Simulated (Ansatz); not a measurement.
## Fields on a plane of ZnCu (CsCl type)

```
ZnCu
1.0
    2.91880     0.00000     0.00000
    0.00000     2.91880     0.00000
    0.00000     0.00000     2.91880
Zn Cu
1 1
Direct
  0.00000   0.00000   0.00000
  0.50000   0.50000   0.50000
```

The slice is a {110} plane (indices of the conventional cell) through the point (0.000, 0.000, 0.000) (fractional), spanned by u = [100] and v = [011] in vectors of this cell: u (2.92 Å) and v (4.13 Å, at 90° to u). It covers one period; positions are fractions (u, v).

Atoms on it: Zn at (0.00, 0.00); Cu at (0.50, 0.50).

Level of theory: r2SCAN (plane waves to 500 eV, PAW, scalar-relativistic; Ansatz, an electronic-structure program). k mesh 16×16×16. These are valence fields of a PAW run, semicore shells included where kept as valence: close to a nucleus they are smooth pseudo fields. ZnCu is run without spin polarisation. ZnCu was relaxed with its symmetry unable to fall.

```
|xxxxxxxxxxxx--##@@@@##--xxxxxxxxxx|
|xxxxxxxxxxxx==##@@@@##==xxxxxxxxxx|
|xxxxxxxxxx  **%%@@@@%%**  xxxxxxxx|
|xxxxxxxxxx==**%%%%%%%%**==xxxxxxxx|
|xxxxxx  ==++**########**++==  xxxx|
|::--==++++++====----====++++++==--|
|********++--xxxxxxxxxxxx--++******|
|%%%%##**::xxxxxxxxxxxxxxxx::**##%%|
|@@@@##==xxxxxxxxxxxxxxxxxxxx==##@@|
|@@@@##::xxxxxxxxxxxxxxxxxxxx::##@@|
|@@@@**xxxxxxxxxxxxxxxxxxxxxxxx**@@|
|@@@@**xxxxxxxxxxxxxxxxxxxxxxxx**@@|
|@@@@**xxxxxxxxxxxxxxxxxxxxxxxx**@@|
|@@@@##::xxxxxxxxxxxxxxxxxxxx::##@@|
|@@@@##==xxxxxxxxxxxxxxxxxxxx==##@@|
|%%%%##**::xxxxxxxxxxxxxxxx::**##%%|
|********++--xxxxxxxxxxxx--++******|
|::--==++++++====----====++++++==--|
|xxxxxx  ==++**########**++==  xxxx|
|xxxxxxxxxx==**%%%%%%%%**==xxxxxxxx|
|xxxxxxxxxx  **%%@@@@%%**  xxxxxxxx|
|xxxxxxxxxxxx==##@@@@##==xxxxxxxxxx|
|xxxxxxxxxxxx--##@@@@##--xxxxxxxxxx|
|xxxxxxxxxxxx::##%%%%##::xxxxxxxxxx|
```
Scale: ten equal steps from 2.30 (start of ' ') to 9.74 (end of '@'), in the order ' .:-=+*#%@'. Values: electrostatic potential energy of an electron, from the cell's mean, in eV. The map has 17 points along u (two characters each, u = 0 at the left) and 24 along v (v = 0 in the bottom row). Points within 1 Å of a nucleus are blanked (x), as the pseudised field means little there. The zero, the cell's mean, hangs on the PAW cores.

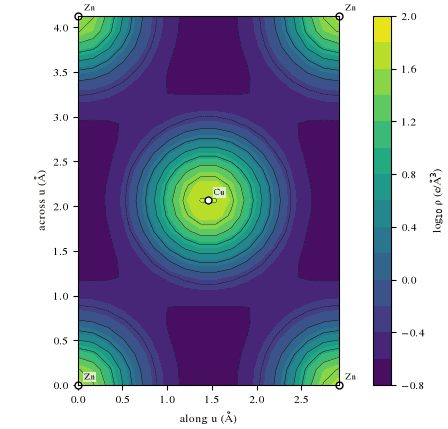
Fig. 1. Log₁₀ of the valence density in e/Å³, one period of the plane, atoms marked. The scale is logarithmic, as a density can span decades between atoms and voids.

| Property | Value |
|---|---|
| Density on the Zn–Cu line (2.53 Å) at its midpoint | 0.27 e/Å³ |
| ELF at that point | 0.2 |
